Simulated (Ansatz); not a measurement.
# NaGeCl3 (model cell, started as cubic perovskite with Ge in the octahedra): following an unstable mode, part 3 of 3

Which phase does NaGeCl3 (model cell, started as cubic perovskite with Ge in the octahedra) fall into along its unstable mode, and how much energy does it gain?

Ansatz 0.2.0; DFT PBEsol, scalar-relativistic, plane waves, PAW; PAW set soft_1.

So far. Step 5 (Energy along the mode, all amplitudes (two of the runs …): The lowest of the steps tried is the last one, at 0.6 Å, 22.6 meV/atom below the parent; the bottom of the well need not coincide with a step. Step 7 (The new phase in its own primitive cell): The largest force component left is 0.85 meV/Å and the pressure is 0.001 GPa, within the tolerances set. The cell now holds 30.18 Å³/atom. The relaxed cell has a, b, c = 5.152, 6.795, 8.622 Å (conventional setting).

The structure was built from a prototype and need not be the compound's stable phase.

**8. Modes of the new phase, k-mesh 8×8×8**

A relaxed structure may still be a saddle point, so its zone-centre modes are computed. The response to a homogeneous field gives the Born charges and the dielectric tensor.

File input.yaml:

```yaml
crystal:
  lattice:
    - [5.1516924335, 0.0, 0.0]
    - [0.0, 3.3976008629, 4.3111189193]
    - [0.0, -3.3976008629, 4.3111189193]
  atoms:
    - { symbol: Na, position: [0.0, 0.8335455851, 0.8335455851] }
    - { symbol: Ge, position: [0.5, 0.4957706383, 0.4957706383] }
    - { symbol: Cl, position: [0.5, 0.569130437, 0.0547416565] }
    - { symbol: Cl, position: [0.5, 0.0547416565, 0.569130437] }
    - { symbol: Cl, position: [0.0, 0.5167499289, 0.5167499289] }
kpoints:
  mp_grid: { grid: [8, 8, 8] }
hamiltonian:
  xc: pbesol
  pseudopotentials: { kind: paw, azcp: { folder: soft_1 }, xc_functional: pbe }
scf:
  occupations: { method: fixed }
output:
  eigenvalues: true
phonons:
  method: dfpt
  dielectric: true
  rigid_motions: translations
```

Started as:

```bash
> ansatz run input.yaml --threads 8 --pin off --max-ram 16384MiB --backend cpu --events-out ev --progress --plain --runs-dir out
```

Numbers of over 12 decimals in the logs are rounded to 6 here.

What it wrote:

```text
[...]
Crystal: 5 atoms, lattice volume = 150.918 Å³
Basis set: ecut = 420 eV, 2977 PW (Γ), exchange–correlation on 72×80×80 points (8 copies of the dense FFT grid, shifted against one another)
Bands: 27, of which v1, the nominal top of the filled ones, is band 22 counted from 1 (21 counted from 0)
Symmetry: 4 space group operations
k-points: 260 of 512 (irreducible under 1 space group operation, time reversal used)
[...]
SCF iter   1: F=—  HF=-8919.148616 eV  |F-HF|=—  |Δ(HF+E_count)|=         —  Δρ=5.04e-2  dr2=3.74e0  ethr=3.10e-3  ⟨swp⟩=5.0  Hψ=28552  notcnv=0  defer=693
[...]
SCF iter  13: F=-8917.452365 eV  HF=-8917.452365 eV  |F-HF|=2.73e-11  |Δ(HF+E_count)|=   1.09e-9  Δρ=1.10e-7  dr2=2.61e-11  ethr=1.00e-12  ⟨swp⟩=16.9  Hψ=52294  notcnv=0
SCF 1 converged in 13 iterations: F = -8917.452365 eV  dr2 = 2.61e-11
[...]
NSCF: frozen V_eff on 2 k-points
DFPT response loops at Γ: preconditioner auto → none (the input reference at scf.mixing.eps_inf says where Resta's filter doesn't serve); β = 0.50; Broyden in place of MSR1
── the response to a field inside a basis, on 12×12×12 k-points: an SCF that follows is theirs, and a resumed run solves both again ──
Bands: 23, of which v1, the nominal top of the filled ones, is band 22 counted from 1 (21 counted from 0)
k-points: 252 of 1728 (time reversal used)
[...]
Eigensolver: Dense (252 Hₖ)
SCF iter   1: F=—  HF=-8917.439468 eV  |F-HF|=—  |Δ(HF+E_count)|=         —  Δρ=1.25e-4  dr2=5.31e-6  ethr=1.00e-1
[...]
SCF iter   4: F=-8917.439474 eV  HF=-8917.439474 eV  |F-HF|=4.33e-9  |Δ(HF+E_count)|=   2.49e-8  Δρ=1.97e-6  dr2=6.54e-9  ethr=2.17e-10
SCF 1 converged in 4 iterations: F = -8917.439474 eV  dr2 = 6.54e-9
[...]
WARN: field response: inside a basis, on 12×12×12 points, no mesh in reach settles it: take ε∞, Z* and everything formed from them with what they may err, as stated (eps_inf_uncertainty, zstar_uncertainty_e), and compare with field_mesh: kpoints on a denser kpoints.mp_grid
WARN: field response: ε∞ stands inside a basis, on 12×12×12 points; the force constants stand on the 8×8×8 k-mesh, whose period is 10.49 times the interband length at k = (-0.5000, -0.5000, -0.5000), direct gap 1.390 eV, under 14: take them and everything formed from them as unconverged, and compare with a denser kpoints.mp_grid
SCF converged after 13 iterations
Free energy (F): -8917.452365 eV
[...]
Internal energy: -8917.452365 eV  (E = F + TS)
E sigma→0 (E₀):  -8917.452365 eV
Fermi energy:    2.636648 eV
[...]
--- Band table (eV; the first three rows and the last of 260) ---
  k-point 0: bands = [... 18 lower, -0.5020, -0.3640, -0.3584, 0.2177, 5.1751, 6.8906, 7.6470, 7.6601, ... 1 higher]
  k-point 1: bands = [... 18 lower, -0.4617, -0.4145, -0.2700, 0.1328, 5.3028, 6.8828, 7.4581, 7.7079, ... 1 higher]
  k-point 2: bands = [... 18 lower, -0.4481, -0.4408, -0.1590, 0.0341, 5.6436, 6.4871, 7.2795, 7.8571, ... 1 higher]
  k-point 259: bands = [... 18 lower, -0.1050, 0.0959, 0.3525, 2.6366, 4.0271, 4.2131, 4.5423, 6.4800, ... 1 higher]
--- Phonons (Γ-DFPT): 12 representative perturbations + reference, on 260 of 512 k-points (Σ response iterations 39) ---
  k mesh reduced under 1 symmetry operation, with k and −k counted as one. Each operation leaves every solved perturbation unchanged. A smaller set is not considered because the run solves the response to a homogeneous field
  ASR residual: 6.609e-5 → 0.000e0 eV/Å²; symmetrization residual: 5.415e-6 eV/Å²
  ASR residual per site (eV/Å²): 4.43e-5 8.48e-6 6.61e-5 6.61e-5 4.83e-5
[...]
ε∞ (high-frequency dielectric tensor):
        5.446493     0.000000     0.000000
        0.000000     3.485007     0.000000
        0.000000     0.000000     3.610370
  softest optical mode at Γ: -46.15 cm⁻¹; the repairs (sum rule, projections) moved no ω² at Γ by more than (1.24 cm⁻¹)²
  Born effective charges Z* (e; rows j = field, columns β = displacement):
    site 0:
         1.32473    0.00000    0.00000
         0.00000    1.27301    0.00000
        -0.00000    0.00000    1.04731
    site 1:
         4.87844    0.00000    0.00000
         0.00000    2.76906    0.00000
        -0.00000    0.00000    2.57338
    site 2:
        -0.58754   -0.00000   -0.00000
         0.00000   -1.76457    1.27629
         0.00000    1.13432   -1.50980
    site 3:
        -0.58754    0.00000   -0.00000
         0.00000   -1.76457   -1.27629
         0.00000   -1.13432   -1.50980
    site 4:
        -5.02809    0.00000    0.00000
         0.00000   -0.51293    0.00000
        -0.00000    0.00000   -0.60109
  Z* charge neutrality: 1.410e-2 e pre-enforcement
  solved inside a basis spanned on kpoints, on 12×12×12 k-points, which do not settle them: ε∞ is read to err by 1.5e-1, Z* by 1.7e-1 e (field_mesh: kpoints solves on kpoints); Z* is corrected for what the basis lacks
  optical modes at Γ without the LO–TO term, one row a degenerate level:
      ω (cm⁻¹)  modes    IR ((D/Å)²/amu)
        -46.15      1            23.5621
        -38.94      1             1.3728
         37.06      1             1.0658
         56.70      1             0.5638
         75.73      1             0.0000
         79.11      1             0.5259
         83.98      1             0.2342
        115.86      1             2.0976
        136.50      1             0.0116
        163.09      1             1.6470
        216.67      1             7.4416
        260.08      1             6.1884
  optical modes at Γ + LO–TO along q̂ = [1.0000, 0.0000, 0.0000]:
      ω (cm⁻¹)  modes    IR ((D/Å)²/amu)
        -38.94      1             1.3728
         37.06      1             1.0658
         55.42      1             0.0052
         75.73      1             0.0000
         79.11      1             0.5259
         83.98      1             0.2342
        109.01      1             0.1469
        136.50      1             0.0116
        163.09      1             1.6470
        216.67      1             7.4416
[...]
optical modes at Γ + LO–TO along q̂ = [0.0000, 1.0000, 0.0000]:
      ω (cm⁻¹)  modes    IR ((D/Å)²/amu)
[...]
optical modes at Γ + LO–TO along q̂ = [0.0000, 0.0000, 1.0000]:
      ω (cm⁻¹)  modes    IR ((D/Å)²/amu)
        -46.15      1            23.5621
        -38.94      1             1.3728
         37.06      1             1.0658
         56.70      1             0.5638
         75.73      1             0.0000
         79.11      1             0.5259
         87.05      1             0.0762
        115.86      1             2.0976
        136.58      1             0.0023
        174.93      1             0.6049
        216.67      1             7.4416
        307.78      1             7.3977
```

It took 4.5 min on 8 threads of Arm Neoverse V1, shared host; peak memory 4.5 GiB.

This step gave:

```
sum-rule residual before enforcement                    : 6.61e-5 eV/Å²
miss of the charge sum rule                             : 0.01410 e
estimated error of the dielectric tensor                : 0.1477
estimated error of the Born charges                     : 0.1688 e
point group                                             : mm2
highest optical mode at the zone centre (no LO-TO term) : 260.1 cm⁻¹
lowest optical zone-centre mode                         : -46.15 cm⁻¹
mean high-frequency dielectric constant                 : 4.181
largest Born charge (third of the trace)                : 3.407 e
top of the zone-centre spectrum with the field          : 307.8 cm⁻¹
```

Without the LO-TO term. Patterns of degenerate modes are one choice out of their space. The modes at Γ (shares of kinetic energy by element, %) (negative means imaginary):

| mode | frequency (cm⁻¹) | symmetry | Na % | Ge % | Cl % |
| --- | --- | --- | --- | --- | --- |
| 1 | -46.1 | B1 | 1 | 19 | 80 |
| 2 | -38.9 | B2 | 36 | 1 | 63 |
| 3 | 0.0 | acoustic | 11 | 36 | 53 |
| 4 | 0.0 | acoustic | 11 | 36 | 53 |
| 5 | 0.0 | acoustic | 11 | 36 | 53 |
| 6 | 37.1 | B2 | 31 | 5 | 64 |
| 7 | 56.7 | B1 | 87 | 10 | 3 |
| 8 | 75.7 | A2 | 0 | 0 | 100 |
| 9 | 79.1 | B2 | 20 | 17 | 64 |
| 10 | 84.0 | A1 | 29 | 9 | 62 |
| 11 | 115.9 | B1 | 0 | 35 | 64 |
| 12 | 136.5 | A1 | 7 | 24 | 69 |
| 13 | 163.1 | A1 | 52 | 2 | 46 |
| 14 | 216.7 | B2 | 1 | 42 | 57 |
| 15 | 260.1 | A1 | 0 | 29 | 71 |

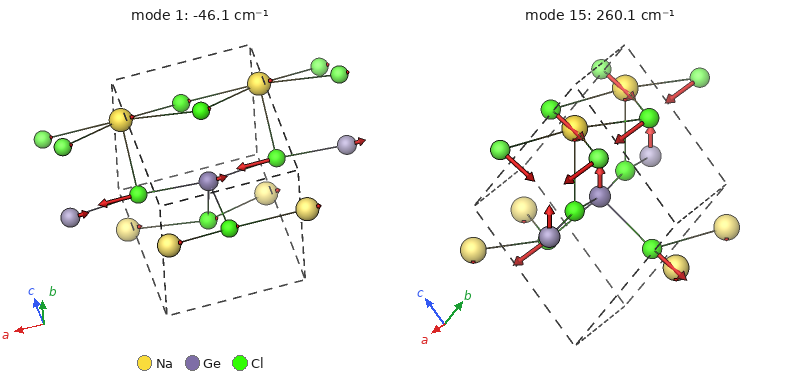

Displacement patterns of modes 1 and 15 at Γ; arrows are exaggerated. Some periodic images of atoms are drawn too.

High-frequency dielectric tensor, which the program warns is not settled by the k meshes in reach. Tensor:

|  | x | y | z |
| --- | --- | --- | --- |
| x | 5.447 | 0 | 0 |
| y | 0 | 3.485 | 0 |
| z | 0 | 0 | 3.61 |

Optical modes at the zone centre, without and with the macroscopic field of the longitudinal modes; each column is sorted by frequency, so a row need not hold one and the same mode. Modes with and without the field, by row:

| rank among optical modes | no field (cm⁻¹) | q along (1, 0, 0) (cm⁻¹) | q along (0, 1, 0) (cm⁻¹) | q along (0, 0, 1) (cm⁻¹) |
| --- | --- | --- | --- | --- |
| 1 | -46.1 | -38.9 | -46.1 | -46.1 |
| 2 | -38.9 | 37.1 | -17.2 | -38.9 |
| 3 | 37.1 | 55.4 | 56.7 | 37.1 |
| 4 | 56.7 | 75.7 | 63.3 | 56.7 |
| 5 | 75.7 | 79.1 | 75.7 | 75.7 |
| 6 | 79.1 | 84 | 84 | 79.1 |
| 7 | 84 | 109 | 95.9 | 87 |
| 8 | 115.9 | 136.5 | 115.9 | 115.9 |
| 9 | 136.5 | 163.1 | 136.5 | 136.6 |
| 10 | 163.1 | 216.7 | 163.1 | 174.9 |
| 11 | 216.7 | 260 | 260.1 | 216.7 |
| 12 | 260.1 | 260.1 | 287 | 307.8 |

Born charge (rows field, columns displacement) (e), principal values of the symmetric part by kind of site:

| atom | atoms with these values | low | middle | high | mean |
| --- | --- | --- | --- | --- | --- |
| Na1 | 1 | 1.05 | 1.27 | 1.32 | 1.21 |
| Ge2 | 1 | 2.57 | 2.77 | 4.88 | 3.41 |
| Cl3 | 2 | -2.85 | -0.59 | -0.43 | -1.29 |
| Cl5 | 1 | -5.03 | -0.60 | -0.51 | -2.05 |

In full for Cl3:

```
-0.59  0.00  0.00
 0.00 -1.76  1.28
 0.00  1.13 -1.51
```

Transverse modes; imaginary modes are left out. Infrared lines, with heights relative to the strongest:

| position (cm⁻¹) | label | relative intensity |
| --- | --- | --- |
| 37 | B2 | 14 |
| 57 | B1 | 7.6 |
| 76 | A2 | 0.0 |
| 79 | B2 | 7.1 |
| 84 | A1 | 3.1 |
| 116 | B1 | 28 |
| 136 | A1 | 0.2 |
| 163 | A1 | 22 |
| 217 | B2 | 100 |
| 260 | A1 | 83 |

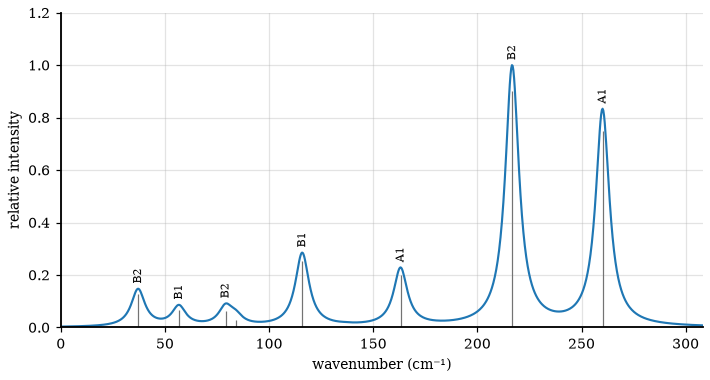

The infrared spectrum, broadened with Lorentzians of width 8 cm⁻¹; bars mark the lines.

Before it was imposed, the acoustic sum rule was missed by 6.6e-5 eV/Å² and the charge sum rule by 0.014 e. Small misses are needed for a sound result but don't prove that mesh and cutoff are converged. The lowest optical mode is imaginary, 46.1i cm⁻¹, so the energy falls along it.

The log warns of the k mesh: “the force constants stand on the 8×8×8 k-mesh, whose period is 10.49 times the interband length at k = (-0.5000, -0.5000, -0.5000), direct gap 1.390 eV, under 14: take them and everything formed from them as unconverged”.

**9. Results**

```json
{
 "unstable mode of the parent": "q = (0, 0, 0), 90i cm⁻¹",
 "depth at the lowest point sampled": "22.6 meV/atom",
 "largest atomic shift at that point": "0.6 Å",
 "space group reached (within 0.01 Å)": "Amm2",
 "energy gained over the parent (first relaxation, on the mesh of the frozen mode)": "58.9 meV/atom",
 "volume per atom, phase reached": "30.2 Å³",
 "gap on the k-mesh, phase reached": "1.39 eV",
 "lowest optical zone-centre mode, phase reached": "-46.1 cm⁻¹",
 "highest optical mode at the zone centre (no LO-TO term), phase reached": "260 cm⁻¹"
}
```

What this shows: Along this mode the structure falls into Amm2, 58.9 meV/atom below the parent. At the parent's cell the well is 22.60 meV/atom deep on the steps tried, with its lowest point at a shift of 0.6 Å. That is the last step tried, so the steps alone don't bracket the bottom of the well. Relaxing atoms and cell changes the gain by +36.26 meV/atom against the lowest step (energies at zero smearing). Most of the total comes from this relaxation. The new phase still has an imaginary mode at the zone centre of its cell, so it is a saddle point on the way to a lower structure. Of the 6 patterns followed to their end from this parent, this one ends 29.3 meV/atom above the lowest, Imma. Each path keeps the symmetry of its pattern, so a lower phase may lie along a pattern not tried. With the field response the log warns that the k mesh is coarse for the force constants too, so the frequencies may not be converged. In at least one run the field response is not settled by the k meshes in reach, so its dielectric tensor, Born charges and longitudinal modes are rough. The PAW files were made for PBE and serve the other functionals too. The starting cell was built on a prototype and not taken from a measurement, so the phase need not exist.

[Logs are printed without paths, hosts, clocks, repeated set-up lines and the standing remarks that a program may print on its own settings, such as how far it seeks lower states.]

[Hosts, paths, dates, database ids (printed as entryN), source tags and the programs' standing remarks are cut or masked in the printed files.]
